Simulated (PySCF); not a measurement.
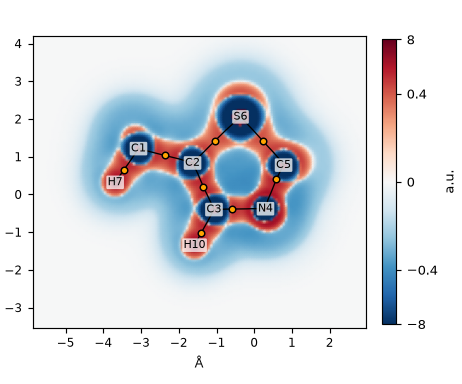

*C$_{4}$H$_{4}$NS, doublet, SMILES `Cc1cn[c]s1`. Negative Laplacian of the density (−∇²ρ) in a plane through 8 of the atoms (red positive, blue negative, colour scale in a.u., logarithmic beyond ±0.04), with bond paths and bond critical points (dots).*

PySCF calculation, B3LYP/6-31G*, gas phase; geometry: GFN2-xTB. No frequency check shows the geometry to be a minimum. The stability of the open-shell solution wasn't checked. GFN2-xTB bond lengths at metals and heavier atoms can be off by up to 0.1 Å and shapes distorted, which carries into these values. GFN2-xTB doesn't know the spin state, so this open-shell geometry is rough.

### At which bond critical points in this plane is charge locally concentrated, and at which depleted?

Concentrated (∇²ρ < 0): N4–C5 (−0.41 a.u.); C2–C3 (−0.93 a.u.); C3–N4 (−0.80 a.u.); C3–H10 (−1.06 a.u.); C1–H7 (−0.93 a.u.); C1–C2 (−0.65 a.u.); C5–S6 (−0.41 a.u.); C2–S6 (−0.35 a.u.). At none is it depleted.

### Where along N4–C5 does the critical point lie?

0.84 Å from N4 and 0.42 Å from C5.
